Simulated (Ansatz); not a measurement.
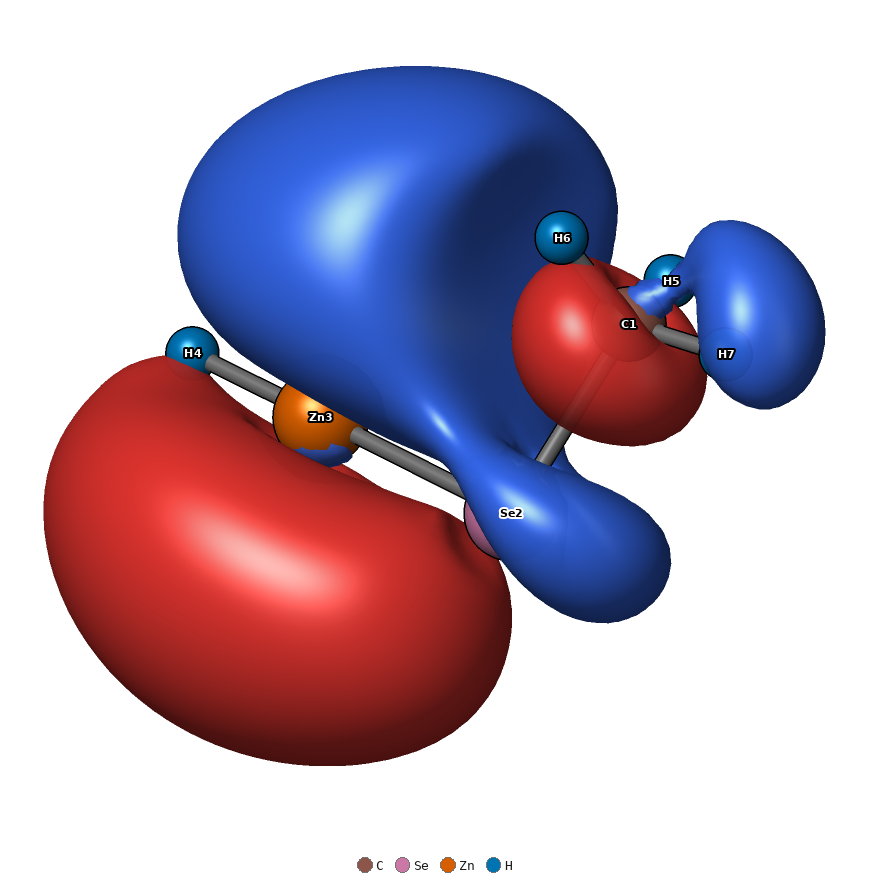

*CH₄SeZn (SMILES C[Se][ZnH]). The LUMO at ±0.06 Å⁻³ᐟ² (blue and red are the two phases), seen at a tilt.*

Geometry: PBE0-D3(BJ)/pcseg-1.

Theory: isolated molecule in a Gaussian basis; Kohn-Sham density functional theory, functional PBE0 in Ansatz.

| atom | x (Å) | y (Å) | z (Å) |
| --- | --- | --- | --- |
| C | 0.3462 | -0.3609 | 1.1399 |
| Se | -1.4728 | 0.1676 | 0.5648 |
| Zn | -0.9063 | 2.0824 | -0.5768 |
| H | -0.5325 | 3.3705 | -1.3457 |
| H | 0.9885 | -0.5601 | 0.2793 |
| H | 0.7907 | 0.3989 | 1.7864 |
| H | 0.2187 | -1.2845 | 1.7109 |

Q: Where does this orbital lie, and at what energy?

A: By Hirshfeld shares it lies mainly on Zn3 (about 60 %), Se2 (about 15 %) and C1 (about 10 %). Its energy is −1.10 eV.
